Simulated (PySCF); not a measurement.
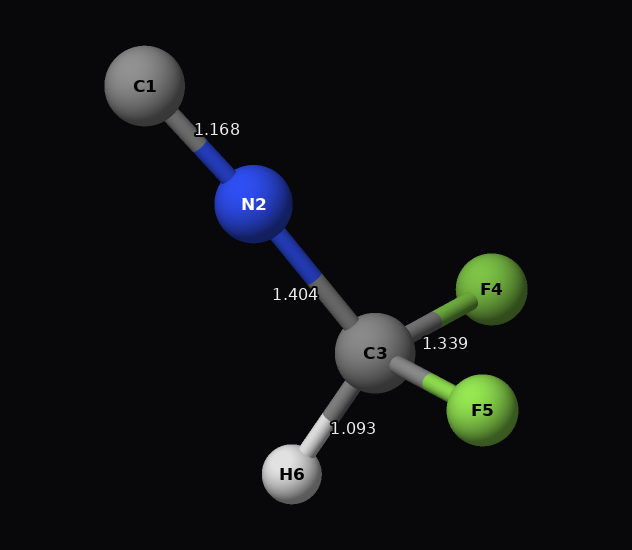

The numbers beside the sticks are distances in Å. Sticks don't show bond order. The computed structure is the end point of a PBE0-D3(BJ)/def2-TZVP optimisation. No frequency run is at hand to confirm it as a minimum.

Q: Which of the marked bonds are single, double, triple or aromatic?

A: C1–N2 triple; N2–C3 single; C3–F4 single; C3–H6 single. This is one Lewis structure.

Q: Give the structure as SMILES.

A: [C-]#[N+]C(F)F
